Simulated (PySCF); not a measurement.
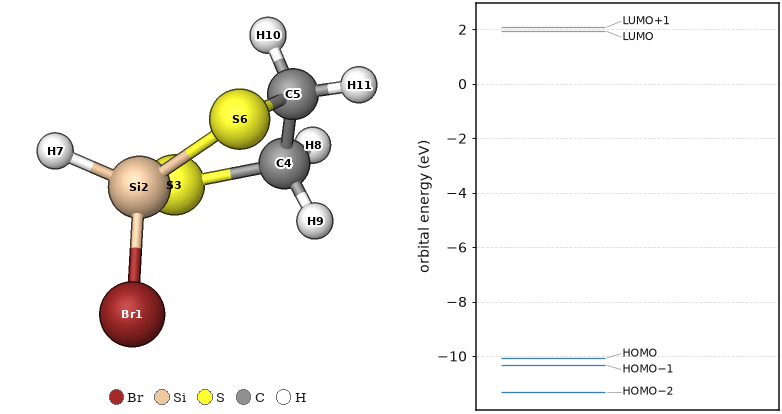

C₂H₅BrS₂Si, SMILES Br[SiH]1SCCS1. Hartree-Fock orbital energies near the frontier, HF/def2-SVPD, PySCF 2.14.0, at a PBE0-D3(BJ)/def2-SVP geometry (no frequency check), isolated molecule; empty levels in grey, levels within 0.03 eV side by side.

Question: Where do the frontier orbitals lie?

Answer: HOMO at −10.06 eV, LUMO at 1.93 eV, 11.99 eV apart.

Question: List the levels with the atoms that carry most of them (a dash for levels above zero or within 0.03 eV of another, where shares mean little).

Answer:
| orbital | energy (eV) | Löwdin shares |
| --- | --- | --- |
| LUMO+1 | 2.09 | – |
| LUMO | 1.93 | – |
| HOMO | −10.06 | S6 43 %, S3 28 %, Br1 8 % |
| HOMO−1 | −10.34 | S3 40 %, S6 26 %, Br1 11 % |
| HOMO−2 | −11.31 | Br1 45 %, S3/S6 21 % each |

Known limits of this run: spin-orbit coupling is left out, and with Br it can shift these levels and split any degenerate set; one conformer of a flexible molecule; empty levels above zero depend strongly on the basis.
